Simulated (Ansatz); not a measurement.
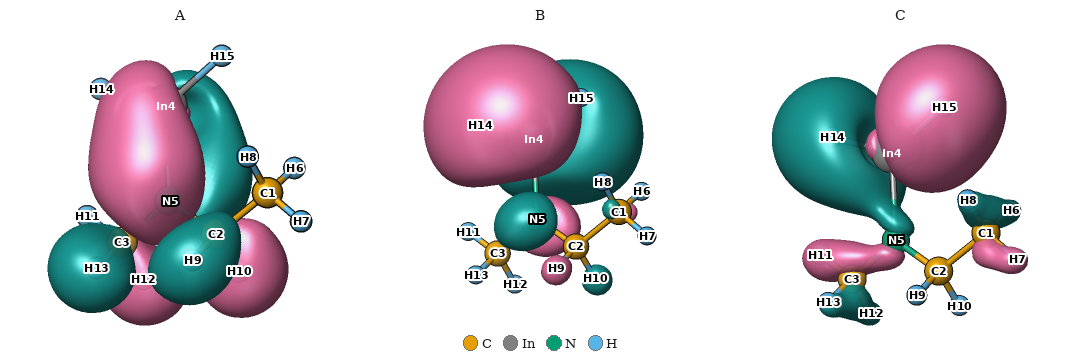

Figure. C3H10InN (SMILES CC[N](C)[InH2]). Three frontier orbitals at ±0.06 Å⁻³ᐟ² (teal and pink are the two phases), in no order.

Geometry: PBE0-D4/def2-SVP; core potentials replace the inner electrons of In.

All numbers below come from Ansatz, isolated molecule in a Gaussian basis; Kohn-Sham density functional theory, functional PBE0.

```yaml
atoms:
  - { symbol: C, position_ang: [0.2687, 1.2535, -0.7826] }
  - { symbol: C, position_ang: [-0.1835, 0.2911, -1.8597] }
  - { symbol: C, position_ang: [-0.7654, -1.9400, -2.4877] }
  - { symbol: In, position_ang: [0.0001, -1.8303, 0.4438] }
  - { symbol: N, position_ang: [-0.3314, -1.0734, -1.4240] }
  - { symbol: H, position_ang: [-0.4480, 1.2890, 0.0538] }
  - { symbol: H, position_ang: [0.3594, 2.2717, -1.1892] }
  - { symbol: H, position_ang: [1.2508, 0.9679, -0.3721] }
  - { symbol: H, position_ang: [0.5359, 0.3385, -2.7070] }
  - { symbol: H, position_ang: [-1.1449, 0.6554, -2.2845] }
  - { symbol: H, position_ang: [-0.8730, -2.9784, -2.1382] }
  - { symbol: H, position_ang: [-1.7453, -1.6286, -2.9065] }
  - { symbol: H, position_ang: [-0.0504, -1.9490, -3.3370] }
  - { symbol: H, position_ang: [-0.3148, -3.5255, 0.4635] }
  - { symbol: H, position_ang: [0.5174, -0.8078, 1.7208] }
```

**Which picture is the HOMO−1, the HOMO and the LUMO?**

C is the HOMO−1 (−8.18 eV). It lies mainly on In4 (about 35 %), H15 (about 30 %) and H14 (about 25 %). A is the HOMO (−5.95 eV). Its weight (Hirshfeld) is mainly on N5 (about 50 %), In4 (about 15 %), C3 (about 10 %) and C2 (about 10 %). B is the LUMO (−1.19 eV). By Hirshfeld shares it lies mainly on In4 (about 75 %) and N5 (about 10 %).

**What is the HOMO–LUMO gap?**

4.76 eV between the orbital energies.
